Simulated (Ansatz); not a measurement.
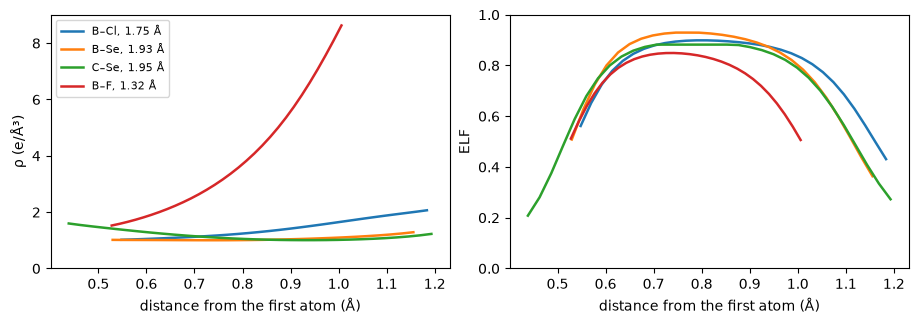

Figure 1: CH₃BClFSe. Total electron density and ELF along straight lines between neighbouring atoms. The curves leave out the atomic cores.

Geometry: PBE0-D4/def2-TZVP.

Method: RKS PBE0-D4/def2-TZVPP in Ansatz.

```tsv
atom	x (Å)	y (Å)	z (Å)
C	-0.8405	0.8698	-0.5309
Se	-0.6662	-0.1297	1.1320
B	0.9633	-1.0965	0.7864
F	1.4134	-1.9084	1.7239
Cl	1.8813	-0.9590	-0.7016
H	-1.7503	1.4597	-0.4368
H	0.0173	1.5246	-0.6604
H	-0.9261	0.1824	-1.3683
```

What kind of bonding do the profiles show?

B–Cl (1.75 Å): ρ is about 1.4 e/Å³ halfway; the ELF peaks at about 0.90 between the atoms, as expected for a polar covalent bond.
B–Se (1.93 Å): ρ is about 1.1 e/Å³ halfway; the ELF peaks at about 0.95 between the atoms (localised, covalent bonding).
C–Se (1.95 Å): the density is about 1 e/Å³ at the midpoint; the ELF peaks at about 0.90 between the atoms, as expected for localised, covalent bonding.
B–F (1.32 Å): ρ at the midpoint is about 2.2 e/Å³; the ELF peaks at about 0.85 between the atoms (a shared but strongly polarised pair).
